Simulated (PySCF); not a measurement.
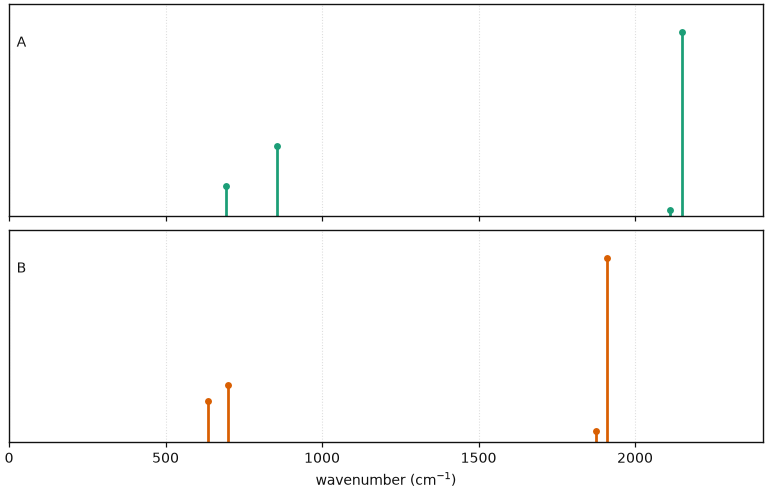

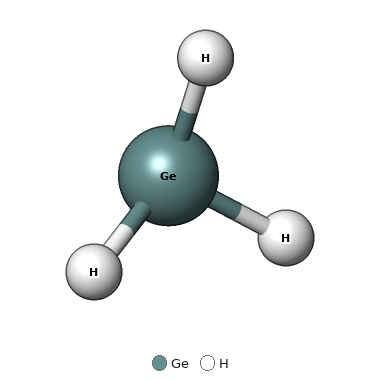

Harmonic infrared lines of GeH₃ and SnH₃, all C3v doublets, each the lowest point that its search found (GeH₃ is drawn); the central atom changes down one group of the periodic table. PBE0/def2-TZVP (core potentials past Kr), PySCF, unscaled, no spin-orbit coupling; each panel is scaled to its strongest line, degenerate modes are one line with their intensities summed, and dots on the axis are modes too weak to show or inactive.

Which panel belongs to which molecule?

A: GeH₃ (strongest line 2151.1 cm⁻¹); B: SnH₃ (strongest line 1910.9 cm⁻¹).

How do the bond length and the stretches change along the series?

Mean bond length: GeH₃ 1.539, SnH₃ 1.715 Å, rising down the group. Highest e mode: GeH₃ 2151, SnH₃ 1911 cm⁻¹, falling down the group.

Caveats, for all or some of the runs: no scalar relativity; spin-orbit coupling is left out, and with Sn it can shift these values.
